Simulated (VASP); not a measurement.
Band structure of Ga (alpha). These are PBE GGA with D4 dispersion, VASP's PBE PAW potentials (set 64) (plane waves; VASP) values and carry that method's errors.

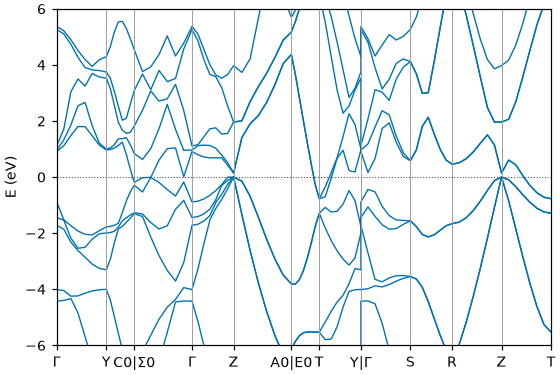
Bands along high-symmetry lines, zero at the valence-band maximum or, without a gap, the Fermi level

Read the plot: is there a gap, and where are the band edges?

It has no gap at this level: it comes out as a metal or semimetal. (Edges off the drawn lines would not show.)

The compound is Ga in the alpha structure. It was relaxed first.
